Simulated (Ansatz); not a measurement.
# CH6AlBSe: the cost of one run

All numbers are computed with the Python package of Ansatz 0.2.0. Level of theory: r2SCAN/def2-SVP.

### Step 1. The system

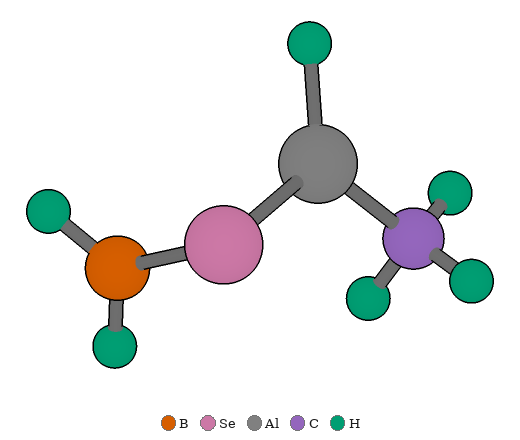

The structure that the script starts from, seen from a chosen angle (boron orange, selenium pink, aluminium grey, carbon purple, hydrogen teal).

The script holds or builds the structure itself.

### Step 2. The script

run_scan.py

```python
"""Stretching a bond of CH6AlBSe, the rest held rigid."""

import ansatz
from ase import Atoms
import matplotlib.pyplot as plt
import numpy as np

SETTINGS = {
    "basis": "def2-SVP",
    "xc": "r2scan",
}


def main() -> None:
    atoms = Atoms(["B", "Se", "Al", "C", "H", "H", "H", "H", "H", "H"], positions=[
        (-0.9393, 1.5995, -1.4863),
        (0.6148, 2.0745, -0.3688),
        (1.0063, -0.2638, -0.0715),
        (0.2409, -1.2242, 1.4423),
        (-0.866, 1.4953, -2.6821),
        (-2.0459, 1.523, -0.9928),
        (2.0137, -1.0488, -1.0704),
        (-0.8965, -1.1392, 1.3371),
        (0.4865, -0.7662, 2.4508),
        (0.4687, -2.3013, 1.4445),
    ])
    geometry = ansatz.Crystal.molecule_from_ase(atoms)

    symbols = [site.symbol for site in geometry.cartesian_sites]
    start = np.array([site.position_ang for site in geometry.cartesian_sites])
    axis = (start[8] - start[3]) / np.linalg.norm(start[8] - start[3])
    moving = [8]
    lengths, energies = [0.998, 1.044, 1.089, 1.135, 1.18, 1.225, 1.271, 1.339], []
    for length in lengths:
        xyz = start.copy()
        xyz[moving] += (length - np.linalg.norm(start[8] - start[3])) * axis
        point = ansatz.Crystal.molecule()
        for symbol, place in zip(symbols, xyz):
            point = point.atom(symbol, place.tolist())
        model = (
            point.calculation()
            .basis(gaussian=SETTINGS["basis"])
            .functional(SETTINGS["xc"])
        )
        rep = model.run(threads=1).report
        energies.append(rep["free_energy_ev"])
        print(f"r = {length:6.3f} A  E = {energies[-1]:.5f} eV  <S^2> = {abs(rep['mean_field']['state']['spin_squared']):.3f}")

    # quartic fit about the minimum
    fit = np.polynomial.Polynomial.fit(lengths, np.array(energies) - min(energies), 4).convert()
    roots = [r.real for r in fit.deriv().roots() if abs(r.imag) < 1e-9 and fit.deriv(2)(r.real) > 0]
    r_e = min(roots, key=lambda r: abs(r - lengths[int(np.argmin(energies))]))
    print(f"minimum of the fit at {r_e:.4f} A, force constant {fit.deriv(2)(r_e):.2f} eV/A^2")
    plt.figure(figsize=(4.5, 3))
    plt.plot(lengths, np.array(energies) - min(energies), "o-")
    plt.xlabel("bond length (A)")
    plt.ylabel("E - E(min) (eV)")
    plt.tight_layout()
    plt.savefig("scan.png", dpi=100)


if __name__ == "__main__":
    main()
```

### Step 3. The input behind the calls

The engine receives this input (first run):

```yaml
crystal:
  periodic: [false, false, false]
  atoms:
    - { symbol: B, position_ang: [-0.9393, 1.5995, -1.4863] }
    - { symbol: Se, position_ang: [0.6148, 2.0745, -0.3688] }
    - { symbol: Al, position_ang: [1.0063, -0.2638, -0.0715] }
    - { symbol: C, position_ang: [0.2409, -1.2242, 1.4423] }
    - { symbol: H, position_ang: [-0.866, 1.4953, -2.6821] }
    - { symbol: H, position_ang: [-2.0459, 1.523, -0.9928] }
    - { symbol: H, position_ang: [2.0137, -1.0488, -1.0704] }
    - { symbol: H, position_ang: [-0.8965, -1.1392, 1.3371] }
    - { symbol: H, position_ang: [0.45694458067546884, -0.8213155620954204, 2.329437457700368] }
    - { symbol: H, position_ang: [0.4687, -2.3013, 1.4445] }
basis:
  gaussian:
    orbitals: def2-SVP
hamiltonian:
  xc: r2scan
```

### Step 4. The run

On the command line:

```console
$ python run_scan.py
```

**Question.** How long does this script take on 1 thread of Arm Neoverse V2, shared host, and how much memory does it need?

About 42 s, with a peak of 0.27 GiB.
